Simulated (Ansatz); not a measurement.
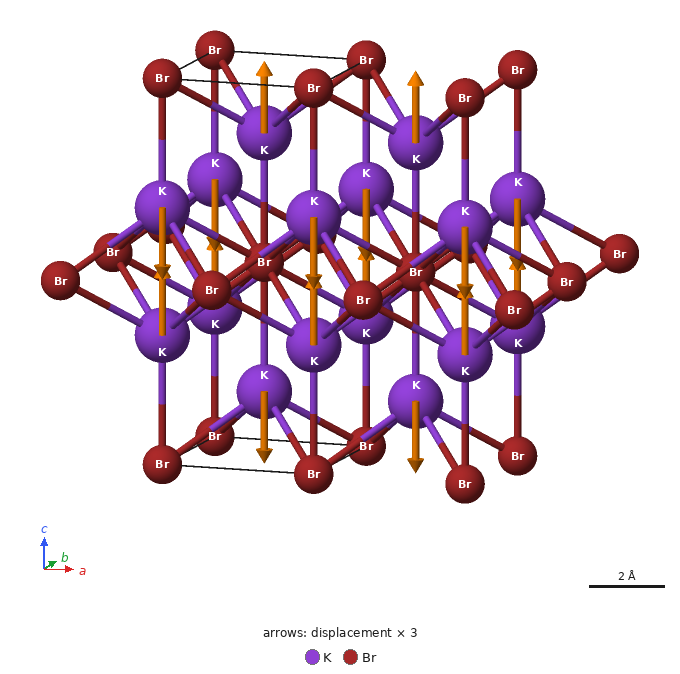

A relaxation of solid K2Br (built on the MoSi2 (C11b)_139 type) (coarse preliminary run). The starting structure is drawn; orange arrows show the displacements (the part carried along by the change of the cell is left out), 3 times their true length.

The picture is a ball-and-stick view of the conventional cell (2 times the calculation's cell), repeated 2 × 1 × 1 with one cell outlined, seen slightly off an axis. Lengths and directions refer to the drawn axes.

Case: MoSi2 (C11b) type (I4/mmm, No. 139).

Level of theory: DFT PBE, scalar-relativistic, plane waves, PAW in Ansatz.

Input file:
```yaml
crystal:
  lattice:
    - [-2.1629175041, 2.1629175041, 5.3059070021]
    - [2.1629175041, -2.1629175041, 5.3059070021]
    - [2.1629175041, 2.1629175041, -5.3059070021]
  atoms:
    - { symbol: K, position: [0.665, 0.665, 0.0] }
    - { symbol: K, position: [0.335, 0.335, 0.0] }
    - { symbol: Br, position: [0.0, 0.0, 0.0] }
basis:
  ecutwfc: 420
kpoints:
  mp_grid: { grid: [6, 6, 6] }
hamiltonian:
  xc: pbe
scf:
  occupations: { method: gaussian, width: 0.1 }
  lower_state_search: "off"
output:
  forces: true
  stress: true
  eigenvalues: true
relax:
  adjacent_minimum: "off"
  f_tol: 0.04
  max_steps: 70
  cell: { stress_tol: 0.4 }
```

Run as
```bash
ansatz run input.yaml --threads 1 --pin off --max-ram 2560MiB --backend cpu --events-out ev --progress --plain --runs-dir out
```

Atoms of which element are displaced furthest, and by how much?

Potassium: up to 0.66 Å, against 0.00 Å for bromine.

Describe the change and its energy.

The largest moves relative to the cell, 0.66 Å, are those of K1 and K2. K2 goes along +c. Br stays in place. Cell: a = b 4.326 → 4.155 Å (−4.0 %), c 10.612 → 15.865 Å (+49.5 %). Volume +37.9 %. Among the contacts that change: K1–Br3 3.555 → 5.977 Å, K1–K2 3.551 → 4.980 Å, K1–K2 (another image) 3.502 → 3.912 Å, K1–Br3 (another image) 3.525 → 3.529 Å. Bonds break: K1–Br3 (3.55 → 5.98 Å), K2–Br3 (3.55 → 5.98 Å). Among the angles between lasting bonds that change: Br3–K1–Br3 120.4° → 112.7°, Br3–K1–Br3 75.7° → 72.1°. The space group stays I4/mmm (No. 139). After 10 accepted moves (12 points after the start) the energy has fallen by 1.100 eV per cell of the calculation. Largest force component: 0.49 eV/Å at the start, 0.018 eV/Å at the end. Pressure: 4.54 GPa at the start and 0.00 GPa at the end. The SCF was repeated twice at an unchanged geometry on a basis and grid sized afresh for the cell, which shifted the energy by 87.6 meV per cell of the calculation at most.
